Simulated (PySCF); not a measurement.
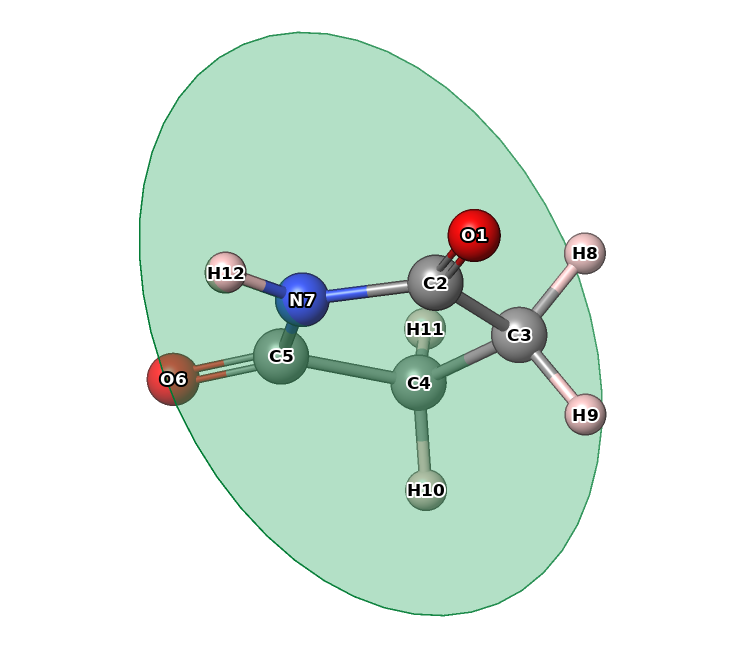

A disc through the centre of mass is drawn in. Depth is shown by fading: the farther an atom, the more it takes the colour of the background. The geometry was computed by an optimisation with PBE0-D3(BJ)/def2-SVP. No frequency run is at hand to confirm it as a minimum.

Question: Is the plane of the disc a mirror plane of the structure?

Answer: Yes. The reflection leaves N7, H12 in place and moves O1 ↔ O6; C2 ↔ C5; C3 ↔ C4; H8 ↔ H11; H9 ↔ H10. The point group is C2v.
